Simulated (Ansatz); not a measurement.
# H6OSi2: molecular dynamics

The plan is to follow the molecule's vibrations and see whether its bonds hold. The start is relaxed first. Runs: 40 steps of 2.5 fs at constant energy, with velocities drawn for 1500 K. SMILES of the start: [SiH3]O[SiH3].

Program: Ansatz 0.2.0. Level of theory: RKS B3LYP/def2-SVP. These are calculated values, not measurements.

**1. The structure to begin with**

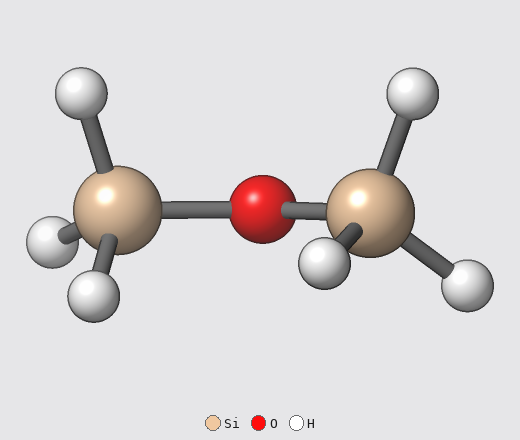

The starting structure, seen from a chosen angle (silicon light orange, oxygen red, hydrogen white).

As a file:

```xyz
9

Si    0.0000    0.0000    0.0000
O     0.0000    0.0000    1.6800
Si   -1.3147   -0.4067    2.6436
H    -2.2390   -1.2403    1.8804
H    -0.8506   -1.1432    3.8157
H    -1.9987    0.8095    3.0733
H     1.3768    0.0000   -0.4862
H    -0.6877    1.1914   -0.4862
H    -0.6877   -1.1914   -0.4862
```

**2. Relaxing the start**

Contents of input.yaml:

```yaml
crystal:
  periodic: [false, false, false]
  atoms:
    - { symbol: Si, position_ang: [0.0, 0.0, 0.0] }
    - { symbol: O, position_ang: [0.0, 0.0, 1.68] }
    - { symbol: Si, position_ang: [-1.3147, -0.4067, 2.6436] }
    - { symbol: H, position_ang: [-2.239, -1.2403, 1.8804] }
    - { symbol: H, position_ang: [-0.8506, -1.1432, 3.8157] }
    - { symbol: H, position_ang: [-1.9987, 0.8095, 3.0733] }
    - { symbol: H, position_ang: [1.3768, 0.0, -0.4862] }
    - { symbol: H, position_ang: [-0.6877, 1.1914, -0.4862] }
    - { symbol: H, position_ang: [-0.6877, -1.1914, -0.4862] }
basis:
  gaussian: { orbitals: def2-SVP }
hamiltonian:
  xc: b3lyp
relax:
  f_tol: 0.02
  max_steps: 40
output:
  orbitals: {}
```

Command:

```
$ ansatz run input.yaml --threads 1 --pin off --max-ram 2048MiB --backend cpu --events-out ev --progress --plain --runs-dir out
```

What it wrote (excerpt; [...] marks lines left out):

```text
Warning: RAYON_NUM_THREADS=1 ignored (pool sized by the plan → 1); use --threads N
[...]
Functional definition: B3LYP
[...]
804 factors; integrals over basis functions are off by at most 5.7e-4 eV
[...]
mean field -17896.18166812 eV, -657.6725458358 hartree, gradient 1.8e-5 eV, S^2 0.000000; 0 other end points of the search recorded, 0 dependent functions left out
[...]
reference -17896.18193383 eV, -657.6725556006 hartree; 21, 21 occupied and 59, 59 virtual orbitals, 804 factors
relax step   1: F+E_penalty+E_count = -17896.18166812 eV  Δ(F+E_penalty+E_count) = +0.000e0 eV  max|allowed force component| = 6.845e-1 eV/Å  Δτ_max = 0.0000 Å  (21 SCF iters, accepted)
[...]
relax step   5: F+E_penalty+E_count = -17896.32366382 eV  Δ(F+E_penalty+E_count) = -3.936e-3 eV  max|allowed force component| = 1.764e-1 eV/Å  Δτ_max = 0.1835 Å  (22 SCF iters, accepted)
[...]
relax step   6: F+E_penalty+E_count = -17896.33578309 eV  Δ(F+E_penalty+E_count) = -1.212e-2 eV  max|allowed force component| = 4.147e-3 eV/Å  Δτ_max = 0.0567 Å  (21 SCF iters, accepted)
804 factors; integrals over basis functions are off by at most 7.4e-4 eV
mean field -17896.33578309 eV, -657.6782094563 hartree, gradient 1.6e-5 eV, S^2 0.000000; 1 other end points of the search recorded, 0 dependent functions left out
[...]
reference -17896.33606013 eV, -657.6782196374 hartree; 21, 21 occupied and 59, 59 virtual orbitals, 804 factors
Total energy: -17896.33606013 eV, -657.6782196374 hartree
Atom 0 at     0.025779     0.013042    -0.125375 Å, force    -0.003982    -0.000629     0.002628 eV/Å
Atom 1 at    -0.356284    -0.169227     1.476709 Å, force    -0.001956    -0.003136    -0.000572 eV/Å
Atom 2 at    -1.394038    -0.444143     2.739039 Å, force    -0.002000    -0.000963    -0.004147 eV/Å
Atom 3 at    -2.462361    -1.406564     2.336553 Å, force     0.002373    -0.001198     0.001441 eV/Å
Atom 4 at    -0.625557    -1.013151     3.879639 Å, force     0.003916     0.001589     0.002937 eV/Å
Atom 5 at    -2.032218     0.834403     3.165733 Å, force    -0.001892     0.001961    -0.001689 eV/Å
Atom 6 at     1.506698    -0.011197    -0.269663 Å, force     0.003674    -0.002500     0.000825 eV/Å
Atom 7 at    -0.496494     1.312662    -0.639353 Å, force     0.000684     0.002181     0.000850 eV/Å
Atom 8 at    -0.567124    -1.096525    -0.928882 Å, force    -0.000816     0.002695    -0.002274 eV/Å
Dipole moment:    -0.059249    -0.009335    -0.031075 e Å
```

It took 28 s on 1 thread of Arm Neoverse N1, shared host; peak memory 0.15 GiB.

Relaxation path:

| step | energy from step 1 (eV) | largest force component (eV/Å) |
| --- | --- | --- |
| 1 | 0.0000 | 0.6845 |
| 2 | -0.0744 | 0.3680 |
| 3 | -0.1045 | 0.3712 |
| 4 | -0.1381 | 0.4287 |
| 5 | -0.1420 | 0.1764 |
| 6 | -0.1541 | 0.0041 |

Step 1 is the start.

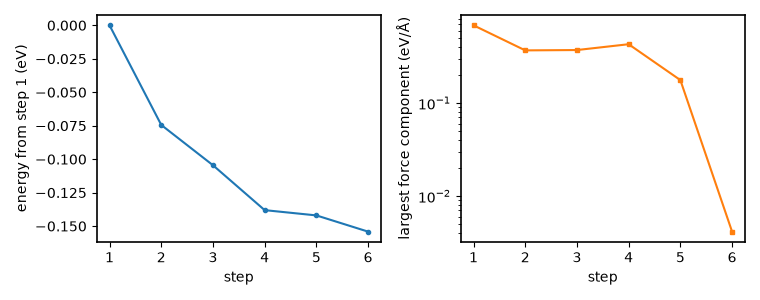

How energy and force went from step to step.

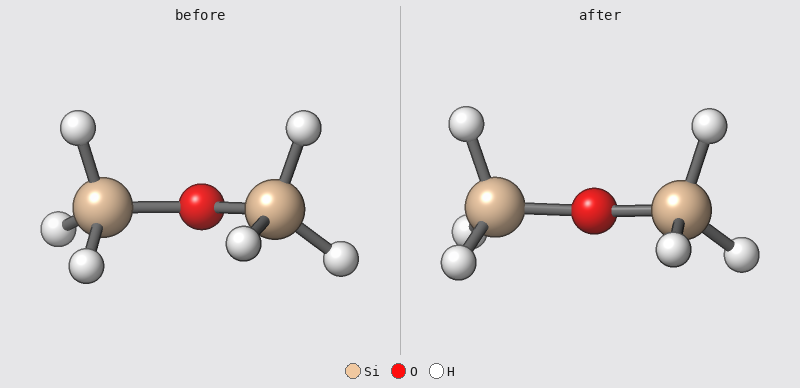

Before and after, at one scale.

After: Bond lengths: Si1–O2 1.657 Å, O2–Si3 1.657 Å, Si3–H4 1.493 Å, Si3–H5 1.488 Å, Si3–H6 1.491 Å, Si1–H7 1.488 Å, Si1–H8 1.492 Å, Si1–H9 1.493 Å. Angles: Si1–O2–Si3 154.0°, O2–Si1–H7 108.7°, O2–Si1–H8 110.4°, O2–Si1–H9 110.3°, H7–Si1–H8 109.2°, H7–Si1–H9 109.3°, H8–Si1–H9 108.8°, O2–Si3–H4 110.5°, O2–Si3–H5 108.9°, O2–Si3–H6 110.1°, H4–Si3–H5 109.2°, H4–Si3–H6 108.9°, H5–Si3–H6 109.2°.

**3. Dynamics**

40 steps of 2.5 fs at constant energy, with velocities drawn for 1500 K, from the relaxed start.

Contents of input.yaml:

```yaml
crystal:
  periodic: [false, false, false]
  atoms:
    - { symbol: Si, position_ang: [0.025779, 0.013042, -0.125375] }
    - { symbol: O, position_ang: [-0.356284, -0.169227, 1.476709] }
    - { symbol: Si, position_ang: [-1.394038, -0.444143, 2.739039] }
    - { symbol: H, position_ang: [-2.462361, -1.406564, 2.336553] }
    - { symbol: H, position_ang: [-0.625557, -1.013151, 3.879639] }
    - { symbol: H, position_ang: [-2.032218, 0.834403, 3.165733] }
    - { symbol: H, position_ang: [1.506698, -0.011197, -0.269663] }
    - { symbol: H, position_ang: [-0.496494, 1.312662, -0.639353] }
    - { symbol: H, position_ang: [-0.567124, -1.096525, -0.928882] }
basis:
  gaussian: { orbitals: def2-SVP }
hamiltonian:
  xc: b3lyp
md:
  timestep: 2.5
  n_steps: 40
  ensemble: nve
  temperature: 1500.0
  initial_velocities: maxwell_boltzmann
  seed: 690223
```

Command:

```
$ ansatz run input.yaml --threads 1 --pin off --max-ram 2048MiB --backend cpu --events-out ev --progress --plain --runs-dir out
```

What it wrote (excerpt; [...] marks lines left out):

```text
Warning: RAYON_NUM_THREADS=1 ignored (pool sized by the plan → 1); use --threads N
[...]
[... 1 set-up line as earlier in the session ...]
[...]
816 factors; integrals over basis functions are off by at most 3.4e-4 eV
[...]
mean field -17896.33579181 eV, -657.6782097768 hartree, gradient 1.0e-5 eV, S^2 0.000000; 0 other end points of the search recorded, 0 dependent functions left out
[...]
reference -17896.33606858 eV, -657.6782199481 hartree; 21, 21 occupied and 59, 59 virtual orbitals, 816 factors
md step     0: t =     0.00 fs  T =  1500.0 K  F+E_penalty+E_count = -17896.33579181 eV  E_kin = 1.357230 eV  conserved = -17894.97856182 eV  (21 SCF iters)
[...]
md step    10: t =    25.00 fs  T =   806.1 K  F+E_penalty+E_count = -17895.62363091 eV  E_kin = 0.729352 eV  conserved = -17894.89427881 eV  (22 SCF iters)
[...]
Total energy: -17895.60188730 eV, -657.6512392835 hartree
Atom 0 at     0.055871    -0.037214    -0.181700 Å, force    -1.620697     1.293087     2.023477 eV/Å
Atom 1 at    -0.329714     0.094383     1.523715 Å, force    -0.491147    -0.601746     0.081841 eV/Å
Atom 2 at    -1.417875    -0.509146     2.777732 Å, force     0.151955     0.448159    -1.950965 eV/Å
Atom 3 at    -2.546173    -1.406087     2.231327 Å, force     0.419781     0.723110    -0.104211 eV/Å
Atom 4 at    -0.739737    -1.510769     3.605930 Å, force     0.559889     0.100239     0.462218 eV/Å
Atom 5 at    -2.081600     0.619357     3.591146 Å, force     0.647411    -0.511527    -0.537044 eV/Å
Atom 6 at     1.398716    -0.466857    -0.556935 Å, force     0.470521    -0.372955     0.278183 eV/Å
Atom 7 at    -0.233906     1.213828    -0.963107 Å, force     0.403351     0.225160     0.453292 eV/Å
Atom 8 at    -1.070346    -0.802515    -0.619129 Å, force    -0.541063    -1.303526    -0.706791 eV/Å
Dipole moment:     0.060283    -0.075492    -0.033798 e Å
```

It took 2.8 min on 1 thread of Arm Neoverse N1, shared host; peak memory 0.14 GiB.

**4. Frames and traces**

One step in 3; energies are changes from step 0:

| time (fs) | T (K) | potential energy change (meV/atom) | total energy change (meV/atom) |
| --- | --- | --- | --- |
| 0.0 | 1500 | 0.0 | 0.00 |
| 7.5 | 599 | 96.6 | 6.00 |
| 15.0 | 836 | 68.6 | 1.91 |
| 22.5 | 1056 | 50.3 | 5.68 |
| 30.0 | 844 | 69.4 | 3.50 |
| 37.5 | 436 | 115.0 | 7.98 |
| 45.0 | 558 | 101.7 | 7.05 |
| 52.5 | 1029 | 54.8 | 7.43 |
| 60.0 | 469 | 113.7 | 10.04 |
| 67.5 | 562 | 102.8 | 8.55 |
| 75.0 | 888 | 72.1 | 10.59 |
| 82.5 | 695 | 89.9 | 8.98 |
| 90.0 | 605 | 100.6 | 10.59 |
| 97.5 | 397 | 120.4 | 9.53 |
| 100.0 | 744 | 81.6 | 5.55 |

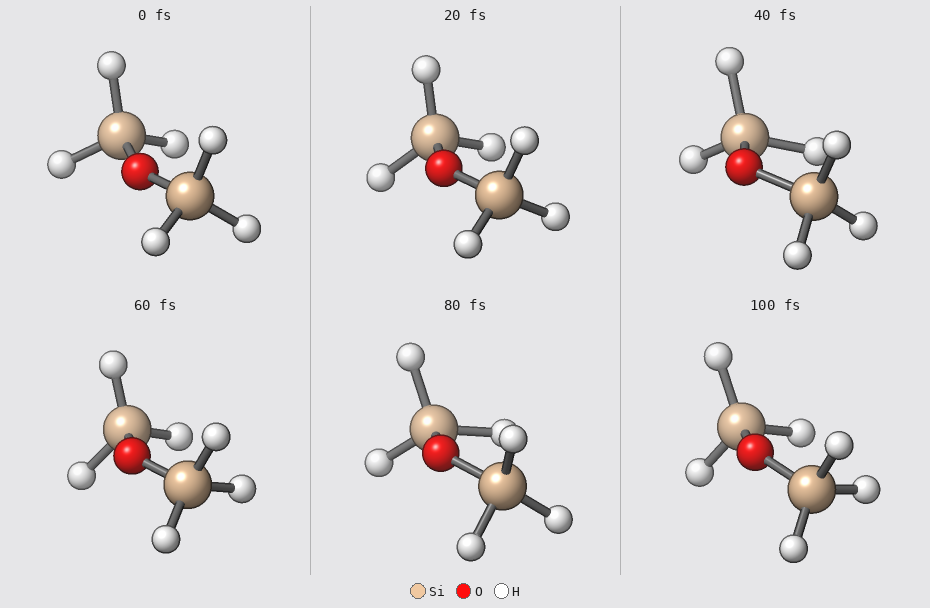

The system at six times, viewed from a free direction. Sticks join atoms within a bonding distance in each frame.

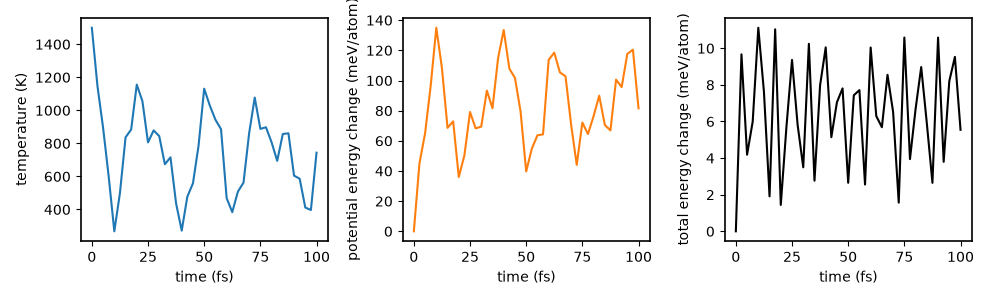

Traces against time; each panel has its own scale.

**5. Positions and forces**

Positions (Å) and forces (eV/Å):

```xyz
9
time_fs=12.5 T=499 dE=0.9741
Si   -0.026   -0.009   -0.019    1.328    0.906   -4.677
O    -0.339   -0.100    1.497    1.620    0.666    0.832
Si   -1.355   -0.464    2.619   -3.125    1.233    4.166
H    -2.581   -1.303    2.233    0.841    0.163    0.096
H    -0.466   -0.861    3.715   -0.148   -0.922    0.456
H    -1.877    0.910    3.230    0.014   -1.148   -0.677
H     1.402   -0.207   -0.418    0.119    0.314    0.375
H    -0.471    1.365   -0.582    0.072   -0.950    0.188
H    -0.601   -1.237   -0.556   -0.722   -0.263   -0.759
9
time_fs=25.0 T=806 dE=0.7122
Si   -0.031   -0.047   -0.100   -0.244    2.475    0.596
O    -0.207    0.012    1.577   -0.540   -0.410    0.040
Si   -1.389   -0.468    2.674   -1.609    0.122   -1.293
H    -2.389   -1.495    1.976    0.594    1.139    0.342
H    -0.843   -1.442    3.642    0.310    0.528    0.631
H    -2.216    0.857    3.099    1.019   -1.599   -0.070
H     1.468   -0.109   -0.228   -0.470   -0.251   -0.507
H    -0.654    1.277   -0.735    0.911   -0.936    0.551
H    -0.960   -0.988   -0.696    0.028   -1.069   -0.289
9
time_fs=37.5 T=436 dE=1.0346
Si   -0.051   -0.052   -0.158    1.018    1.066    1.448
O    -0.105    0.095    1.645   -1.834   -1.090   -0.895
Si   -1.432   -0.502    2.703   -0.004    1.263   -1.443
H    -2.263   -1.242    1.617    0.246    0.214    1.065
H    -1.081   -1.309    3.930    0.454   -0.078   -0.669
H    -2.342    0.596    3.442    1.007   -0.707   -1.115
H     1.396   -0.335   -0.578   -0.572    0.214    0.470
H    -0.408    1.319   -0.840    0.015   -1.111    0.700
H    -0.782   -1.201   -0.787   -0.329    0.229    0.440
9
time_fs=50.0 T=1131 dE=0.3575
Si   -0.042   -0.044   -0.104   -0.551   -0.543    1.412
O    -0.159    0.087    1.632   -0.601   -0.455   -1.256
Si   -1.414   -0.499    2.646    1.027    0.510   -0.267
H    -2.431   -1.257    1.815    0.360   -0.028    0.352
H    -0.695   -1.300    3.737   -0.606    0.215   -0.493
H    -2.148    0.670    3.256    0.198   -0.275   -0.041
H     1.321   -0.444   -0.627   -0.254    0.316    0.401
H    -0.466    1.283   -0.719    0.101   -0.611    0.129
H    -0.949   -1.263   -0.396    0.325    0.871   -0.236
9
time_fs=62.5 T=384 dE=1.0665
Si   -0.049   -0.052    0.014   -0.527   -0.885   -4.971
O    -0.260    0.046    1.542    1.133    0.984    2.346
Si   -1.354   -0.470    2.569    0.174   -2.228    2.994
H    -2.401   -1.378    2.210   -1.019   -0.450   -1.082
H    -0.587   -1.442    3.467   -0.265    0.724    0.184
H    -1.903    0.705    3.122   -0.742    1.207    1.019
H     1.382   -0.315   -0.300   -0.147   -0.285   -0.161
H    -0.516    1.136   -0.676    0.185    0.994   -0.366
H    -1.212   -0.982   -0.470    1.208   -0.060    0.037
9
time_fs=75.0 T=888 dE=0.6492
Si   -0.064   -0.049   -0.067    1.646   -1.939    0.411
O    -0.268    0.081    1.577    0.226    0.106   -1.136
Si   -1.363   -0.494    2.629    1.088   -1.098    1.066
H    -2.395   -1.162    1.879   -0.739   -0.791   -0.269
H    -0.645   -1.210    3.740   -0.212   -0.533   -0.420
H    -1.862    0.573    3.349   -1.326    2.025    1.122
H     1.352   -0.469   -0.171    0.342    0.041   -0.252
H    -0.158    1.236   -0.619   -0.574    1.583   -0.961
H    -0.727   -1.198   -0.812   -0.450    0.607    0.440
9
time_fs=87.5 T=861 dE=0.6019
Si    0.003   -0.049   -0.187   -0.525   -0.582    3.322
O    -0.259    0.127    1.569   -0.983   -0.917   -0.318
Si   -1.413   -0.511    2.766    1.562    0.142   -3.039
H    -2.350   -1.165    1.838   -0.508   -0.460    0.072
H    -0.854   -1.524    3.697    0.274    0.165    0.069
H    -2.183    0.497    3.462   -0.033    0.768    0.503
H     1.385   -0.488   -0.351    0.530   -0.171   -0.133
H    -0.176    1.241   -0.777   -0.201    1.052   -0.549
H    -0.901   -1.053   -0.814   -0.117    0.004    0.072
9
time_fs=100.0 T=744 dE=0.7342
Si    0.056   -0.037   -0.182   -1.621    1.293    2.023
O    -0.330    0.094    1.524   -0.491   -0.602    0.082
Si   -1.418   -0.509    2.778    0.152    0.448   -1.951
H    -2.546   -1.406    2.231    0.420    0.723   -0.104
H    -0.740   -1.511    3.606    0.560    0.100    0.462
H    -2.082    0.619    3.591    0.647   -0.511   -0.537
H     1.399   -0.467   -0.557    0.470   -0.373    0.278
H    -0.234    1.214   -0.963    0.403    0.225    0.453
H    -1.070   -0.802   -0.619   -0.541   -1.304   -0.707
```

**6. What came out**

| quantity | value |
| --- | --- |
| relaxation of the start | 5 moves, 0.154 eV lower |
| length | 40 steps of 2.5 fs |
| temperature, first and last step | 1500 and 744 K |
| temperature, second half | mean 743 K, from 384 to 1131 K |
| potential energy, second half | +83 meV/atom from the start |
| largest change of the total energy | 11.12 meV/atom |
| bonds formed or broken | 0 |

The temperature starts at 1500 K and averages 743 K in the second half, where it ranges from 384 to 1131 K. About half is expected from a start at a minimum: kinetic energy passes into potential energy until both shares match. The total energy strays from its start by at most 11.12 meV/atom, 15 % of the mean kinetic energy, which is poor: the step of 2.5 fs is too long for the fastest motion. The bonding pattern survives the run. 100 fs on 9 atoms is far too short and small for converged averages. The nuclei move classically, without zero-point motion, which matters most for hydrogen.
